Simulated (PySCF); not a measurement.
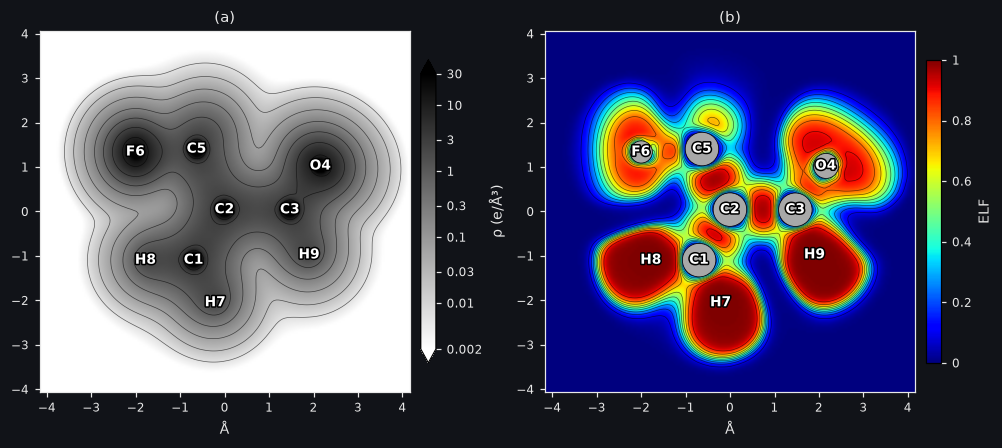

*C₄H₅FO (SMILES C=C(C=O)CF). (a) electron density; (b) electron localisation function on the plane of atoms C2, C1 and H8. Grey discs cover the atomic cores in the ELF map.*

Geometry: GFN2-xTB.

All numbers below come from PBE0/pcSseg-1, SCF density, gas phase, non-relativistic in PySCF.

```yaml
atoms:
  - { symbol: C, position_ang: [-0.5778, -0.9007, 1.0218] }
  - { symbol: C, position_ang: [-0.1549, -0.0255, 0.1119] }
  - { symbol: C, position_ang: [-0.9722, 1.1379, -0.2675] }
  - { symbol: O, position_ang: [-0.6549, 1.9677, -1.0795] }
  - { symbol: C, position_ang: [1.1615, -0.1327, -0.6024] }
  - { symbol: F, position_ang: [1.8674, -1.2392, -0.2145] }
  - { symbol: H, position_ang: [-1.5308, -0.7851, 1.5098] }
  - { symbol: H, position_ang: [0.0177, -1.7534, 1.3010] }
  - { symbol: H, position_ang: [-1.9376, 1.1947, 0.2697] }
  - { symbol: H, position_ang: [1.0030, -0.2058, -1.6847] }
  - { symbol: H, position_ang: [1.7839, 0.7448, -0.3916] }
```

Q: What do the fields say about this system?

A: The section cuts through C, O, F and H sites.
C–O (1.20 Å): the density is about 3.3 e/Å³ at the midpoint; the ELF peaks at about 0.85 between the atoms (a short, multiple covalent bond).
C–C (1.33 Å): the density is about 2.3 e/Å³ at the midpoint; the ELF peaks at about 0.95 between the atoms (a short, multiple covalent bond).
C–F (1.37 Å): ρ at the midpoint is about 2.1 e/Å³, with its minimum of 1.7 e/Å³ about 0.5 Å from C; the ELF peaks at about 0.85 between the atoms; a shared but strongly polarised pair.
C–H (1.08 Å): ρ at the midpoint is about 2.1 e/Å³; the ELF climbs to about 1 towards the hydrogen, as it does in any bond to H (an ordinary covalent bond to hydrogen).
C–C (1.47 Å): the density is about 1.9 e/Å³ at the midpoint; the ELF peaks at about 0.95 between the atoms: localised, covalent bonding.
The ELF also peaks beside F6 and O4, away from the bonds: lone-pair regions.
